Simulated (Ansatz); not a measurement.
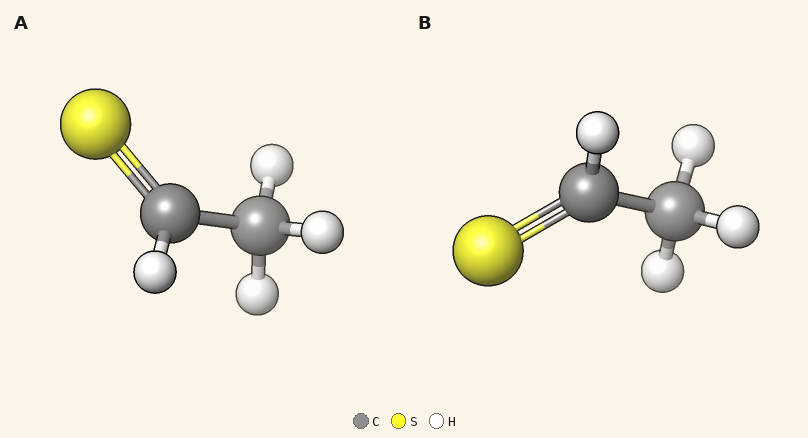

Depth is shown by fading: the farther an atom, the more it takes the colour of the background. The geometry was computed by an optimisation with PBE0-D4/def2-TZVP.

> Are A and B the same structure? If not, how do they differ?

Yes. They are the same structure, C2H4S (CC=S), seen from two directions. With point group Cs it is achiral, so its mirror image would be the same too.
